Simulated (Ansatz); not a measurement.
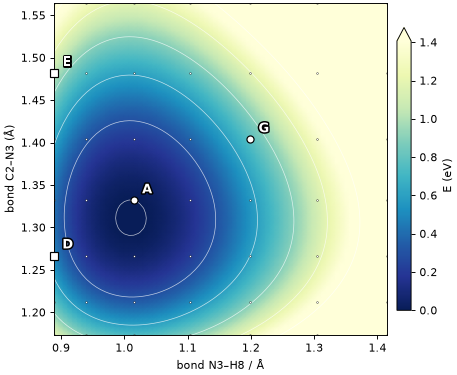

CH₅N₂, SMILES NC=[NH2+], charge +1. Two internal coordinates are moved rigidly from the geometry relaxed at PBE0-D4/def2-TZVP, all others fixed. Coordinates scanned: (1) bond N3–H8; (2) bond C2–N3. The scan uses a 7 × 7 grid. All energies are given in eV relative to the lowest grid point. Method: Ansatz, RHF-CCSD(T), frozen core/def2-TZVPP.

In the figure: a smooth colour map with a few white contour lines, dots at the grid points, one colour for all values above the top of the scale, lettered points. Between grid points the surface is interpolated.

Is D the lowest point of the computed grid?

Answer. No. D lies 0.49 eV above the lowest grid point, which is at bond N3–H8 = 1.015 Å, bond C2–N3 = 1.332 Å.

What kind of point is each of A, G: minimum, saddle, maximum or slope?

Answer. A: minimum; G: on a slope. (In these two coordinates alone; a stationary point may lie a little off the grid point.)

Rank the lettered points by energy, lowest first.

Answer. A (0.00 eV), D (0.49 eV), G (0.77 eV), E (1.04 eV).
